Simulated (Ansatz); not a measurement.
**CH$_{7}$FN$_{2}$OSi: density, localisation and related maps**

Input file:

```
crystal:
  periodic: [false, false, false]
  atoms:
    - { symbol: Si, position_ang: [0.0, 0.0, 0.0] }
    - { symbol: O, position_ang: [0.0, 0.0, 1.68] }
    - { symbol: C, position_ang: [-1.1112, -0.3437, 2.4945] }
    - { symbol: H, position_ang: [-1.814, -0.9775, 1.9143] }
    - { symbol: H, position_ang: [-0.7584, -0.9037, 3.3856] }
    - { symbol: H, position_ang: [-1.6313, 0.5809, 2.8212] }
    - { symbol: "N", position_ang: [1.7163, 0.0, -0.6061] }
    - { symbol: H, position_ang: [2.2145, -0.918, -0.7868] }
    - { symbol: H, position_ang: [2.2175, 0.918, -0.7783] }
    - { symbol: "N", position_ang: [-0.8572, 1.4851, -0.6061] }
    - { symbol: H, position_ang: [-1.8773, 1.43, -0.8888] }
    - { symbol: H, position_ang: [-0.3367, 2.4058, -0.6766] }
    - { symbol: F, position_ang: [-0.7489, -1.2974, -0.5295] }
basis:
  gaussian: { orbitals: "6-31G" }
hamiltonian:
  xc: b3lyp
  dispersion: d4
relax:
  f_tol: 0.02
  max_steps: 40
output:
  orbitals: {}
```

Run with:

```sh
ansatz run input.yaml --threads 2 --pin off --max-ram 3072MiB --backend cpu --events-out ev --progress --plain --runs-dir out
```

The fields are those of the relaxed geometry.

These are results of Ansatz 0.2.0, RKS B3LYP-D4/6-31G, not measurements.

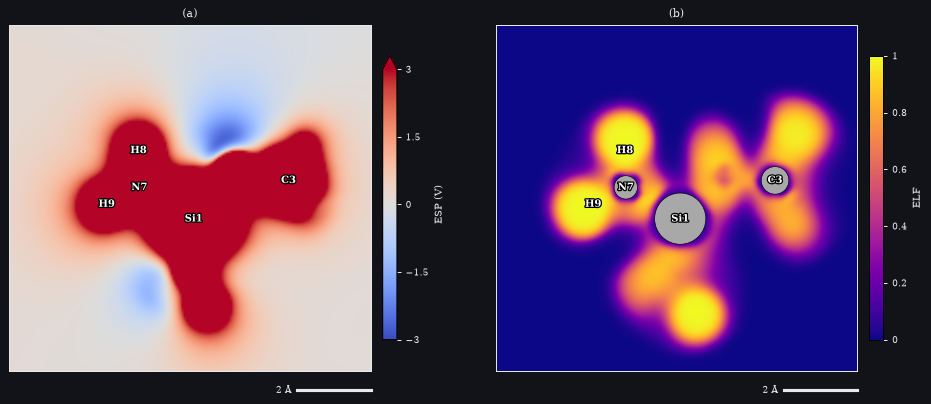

Figure 1. (a) molecular electrostatic potential; (b) electron localisation function on the plane of atoms H8, N7 and H9. Grey discs cover the atomic cores in the ELF map.

Interpret the plot.

- Atoms in the plane: Si, C, N and H.
- Si–N (1.72 Å): the ELF peaks at about 0.90 between the atoms (a polar covalent bond).
- N–H (1.01 Å): the ELF climbs to about 1 towards the hydrogen, as it does in any bond to H (an ordinary covalent bond to hydrogen).
- The ELF also peaks beside N10 and O2, away from the bonds: lone-pair regions.
- Outside the dense part of the molecule the potential is most negative (−2.6 V) near O2, which lies off the plane.

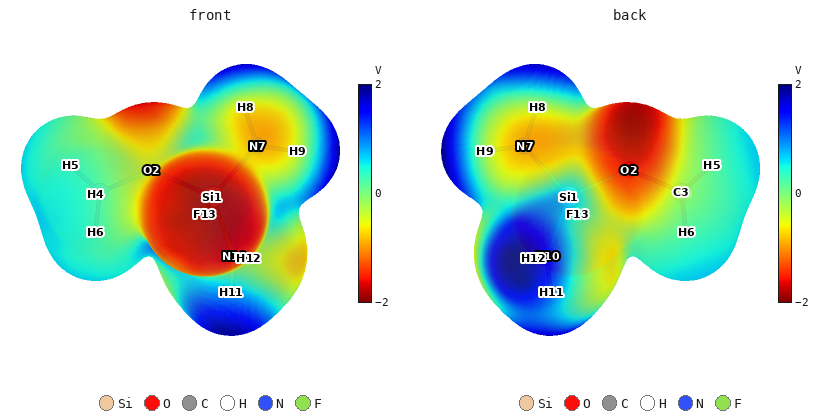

Figure 2. The molecular electrostatic potential painted on the density surface at 0.002 e/bohr³, seen from the front and from behind; red is negative and blue positive.

Which sites attract a positive test charge, and which a negative one?

A positive charge is drawn to the negative regions and a negative charge to the positive ones. The most negative region (about −1.9 V) lies over O2 and F13, the most positive (about +1.9 V) over H9, H11 and H12.

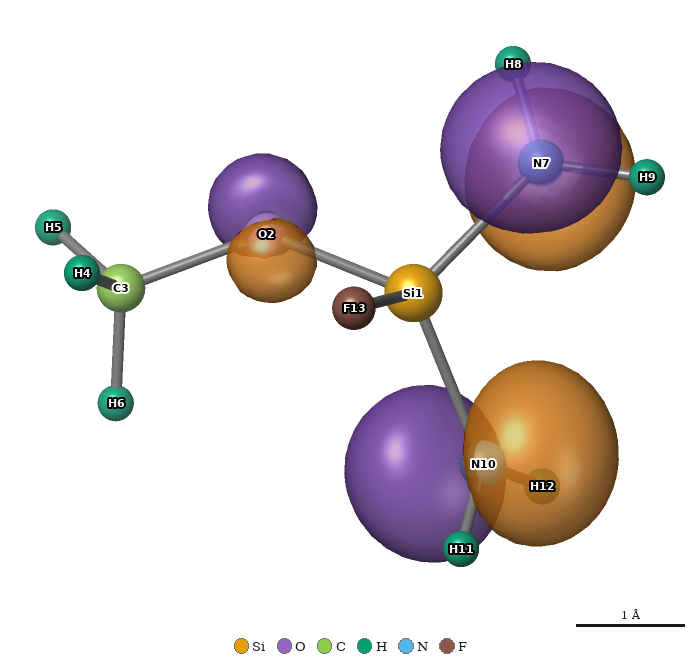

Figure 3. The HOMO−1 at ±0.15 Å⁻³ᐟ² (orange and purple are the two phases), seen across its widest extent.

Where does this orbital lie, and at what energy?

It lies mainly on N10 (about 40 %), N7 (about 35 %) and O2 (about 5 %); largely a combination of lone pairs on N10, N7 and O2. Its energy is −7.20 eV.
